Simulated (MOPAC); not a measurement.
# PM6-DH+ run of WF6 (tungsten hexafluoride)

What is the vertical ionisation energy of WF6 (tungsten hexafluoride) at PM6-DH+? 

Program for the calculation: MOPAC 23.2.5.

1 further run of the same task is left out (set aside as unsound or not needed).

## (1) The system as given

The species is WF6 (7 atoms), meant as a singlet with charge 0. As SMILES, `[F][W]([F])([F])([F])([F])[F]`. Geometry: optimised at PM6-DH+.

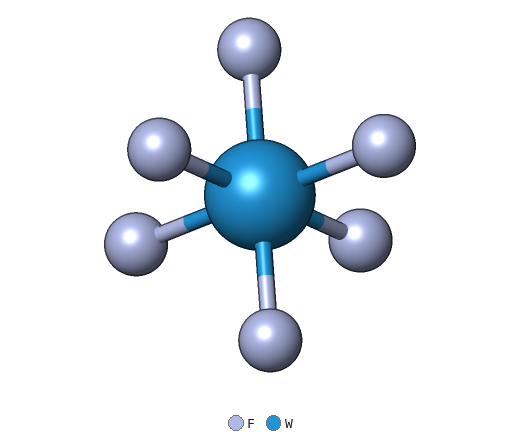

Viewed from a chosen angle; fluorine light blue, tungsten blue.

## (2) The harmonic vibrations at PM6-DH+

f6w.mop

```
pm6-dh+ thermo(298,398,100) force aux(precision=6) t=10m threads=1
F6W frequencies

F -1.055214 1 -0.121093 1 -1.499050 1
W -0.002720 1 0.007266 1 -0.000438 1
F -1.445445 1 -0.419875 1 1.051316 1
F 0.417702 1 -1.774008 1 -0.143039 1
F 1.440006 1 0.434126 1 -1.052409 1
F -0.426327 1 1.787576 1 0.144482 1
F 1.052185 1 0.136763 1 1.496380 1
```

Launch:

```console
$ mopac f6w.mop
```

f6w.out:

```text
MOPAC v23.2.5
PM6-DH+ CALCULATION RESULTS
[...]
           Empirical Formula: F6 W  =     7 atoms
      MOLECULAR POINT GROUP   :   Oh
[...]
          *                 WARNING                   *
          *                                           *
[...]
          *              END OF WARNING               *
          *                                           *
[...]
 DIPOLE           X         Y         Z       TOTAL
 POINT-CHG.     0.000    -0.001     0.000     0.001
 HYBRID         0.000    -0.000     0.000     0.000
 SUM            0.000    -0.001     0.000     0.001
          GRADIENT NORM =   0.05255
[...]
          ZERO POINT ENERGY       6.844 KCAL/MOL
[...]
 FREQUENCY            69.14         F 1 -- W 2         +25.0% ( 96.8%)      0.0%
[...]
 FREQUENCY           188.57         F 1 -- W 2         +20.7% ( 75.9%)      0.0%
[...]
 FREQUENCY           200.68         W 2 -- F 3         +24.9% ( 33.3%)      0.0%
[...]
 FREQUENCY           516.25         W 2 -- F 3         +29.2% ( 56.9%)    100.0%
[...]
 FREQUENCY           589.97         W 2 -- F 5         +43.9% ( 72.1%)     99.9%
[...]
 FREQUENCY           610.03         W 2 -- F 7         +16.7% ( 36.4%)    100.0%
[...]
   TEMP. (K)   PARTITION FUNCTION   H.O.F.    ENTHALPY  HEAT CAPACITY ENTROPY
                                   KCAL/MOL   CAL/MOLE    CAL/K/MOL  CAL/K/MOL
 298.00  VIB.     0.1287D+04                  4312.3050    23.5836    28.6988
         ROT.     0.1304D+05                   888.2803     2.9808    21.8104
         INT.     0.1677D+08                  5200.5853    26.5644    50.5093
         TRA.     0.4969D+28                  1480.4672     4.9680    42.9690
         TOT.                     -389.977    6681.0525    31.5324    93.4783
 298.00  VIB.     0.1287D+04                  4312.3050    23.5836    28.6988
         ROT.     0.1304D+05                   888.2803     2.9808    21.8104
[...]
           FORCE CONSTANT IN CARTESIAN COORDINATES (Millidynes/A)
    ATOM   CHEMICAL       X               Y               Z
   NUMBER   SYMBOL  FORCE CONSTANT  FORCE CONSTANT  FORCE CONSTANT
      1       F        3.306978        0.200391        0.200382
      2       W        7.362920        7.362920        7.362920
      3       F        0.200391        3.306977        0.200383
      4       F        0.200382        0.200383        3.306987
      5       F        0.200391        3.306977        0.200383
      6       F        0.200382        0.200383        3.306987
      7       F        3.306978        0.200391        0.200382
[...]
 * JOB ENDED NORMALLY *
[...]
```

Wall time 0.08 s (1 thread of Arm Neoverse V1, shared host).

## (3) The doublet cation: a single-point energy at PM6-DH+

calc.mop

```
PM6-DH+ CHARGE=1 UHF 1SCF DISP AUX(PRECISION=6) THREADS=1


F     -1.055214 +1    -0.121093 +1    -1.499050 +1
W     -0.002720 +1     0.007266 +1    -0.000438 +1
F     -1.445445 +1    -0.419875 +1     1.051316 +1
F      0.417702 +1    -1.774008 +1    -0.143039 +1
F      1.440006 +1     0.434126 +1    -1.052409 +1
F     -0.426327 +1     1.787576 +1     0.144482 +1
F      1.052185 +1     0.136763 +1     1.496380 +1
```

Launch:

```console
$ mopac calc.mop
```

calc.out:

```text
MOPAC v23.2.5
PM6-DH+ CALCULATION RESULTS
[...]
           Empirical Formula: F6 W  =     7 atoms
      MOLECULAR POINT GROUP   :   Oh
[...]
          *                 WARNING                   *
          *                                           *
[...]
          *              END OF WARNING               *
          *                                           *
[...]
     SCF FIELD WAS ACHIEVED
[...]
                              SUM =       -104.34784 KCAL/MOL = FINAL HEAT OF FORMATION
          TOTAL ENERGY            =      -2988.68761 EV
          ELECTRONIC ENERGY       =      -7953.77658 EV
          CORE-CORE REPULSION     =       4965.08897 EV
          COSMO AREA              =        122.22 SQUARE ANGSTROMS
          COSMO VOLUME            =        113.98 CUBIC ANGSTROMS
          IONIZATION POTENTIAL    =         17.699548 EV
          ALPHA SOMO LUMO (EV)    =        -17.700 -5.186
          BETA  SOMO LUMO (EV)    =        -18.527-11.645
          NO. OF ALPHA ELECTRONS  =         24
          NO. OF BETA  ELECTRONS  =         23
          MOLECULAR WEIGHT        =        297.8404         POINT GROUP:  Oh
[...]
                             CARTESIAN COORDINATES
   1    F       -1.055214000    -0.121093000    -1.499050000
   2    W       -0.002720000     0.007266000    -0.000438000
   3    F       -1.445445000    -0.419875000     1.051316000
   4    F        0.417702000    -1.774008000    -0.143039000
   5    F        1.440006000     0.434126000    -1.052409000
   6    F       -0.426327000     1.787576000     0.144482000
   7    F        1.052185000     0.136763000     1.496380000
           Empirical Formula: F6 W  =     7 atoms
      MOLECULAR POINT GROUP   :   Oh
[...]
              NET ATOMIC CHARGES AND DIPOLE CONTRIBUTIONS
  ATOM NO.   TYPE          CHARGE      No. of ELECS.   s-Pop       p-Pop       d-Pop
    1          F          -0.161937        7.1619     1.90369     5.25825
    2          W           1.295011        4.7050     0.87862     0.88509     2.94128
    3          F          -0.161933        7.1619     1.90369     5.25824
    4          F           0.176373        6.8236     1.92718     4.89644
    5          F          -0.161959        7.1620     1.90370     5.25826
    6          F           0.176375        6.8236     1.92718     4.89644
    7          F          -0.161930        7.1619     1.90369     5.25824
 DIPOLE           X         Y         Z       TOTAL
 POINT-CHG.    -0.004    -0.001     0.004     0.006
 HYBRID         0.000     0.000    -0.000     0.000
 SUM           -0.004    -0.001     0.004     0.006
[...]
                    (S**2)  =    0.759285
[...]
 * JOB ENDED NORMALLY *
[...]
```

It took 0.04 s on 1 thread of Arm Neoverse V1, shared host.

## (4) What came out

Level: PM6-DH+.

```
                                          quantity            value
                 run 2, PM6-DH+: heat of formation  -390.0 kcal/mol
        run 2, PM6-DH+: lowest harmonic wavenumber          69 cm⁻¹
       run 2, PM6-DH+: highest harmonic wavenumber         610 cm⁻¹
                 run 2, PM6-DH+: zero-point energy      28.6 kJ/mol
                      doublet cation: total energy    -109.83224 Eh
        doublet cation: HOMO energy (over α and β)        -17.70 eV
                 doublet cation: dispersion energy     -1.54 kJ/mol
                 doublet cation: heat of formation  -104.3 kcal/mol
                              doublet cation: ⟨S²⟩            0.759
vertical ionisation energy (to the doublet cation)        12.386 eV
```

The vertical ionisation energy comes to 12.39 eV (1195 kJ/mol). All 15 modes (run 2, PM6-DH+) are real, so the shape is a minimum at this level.
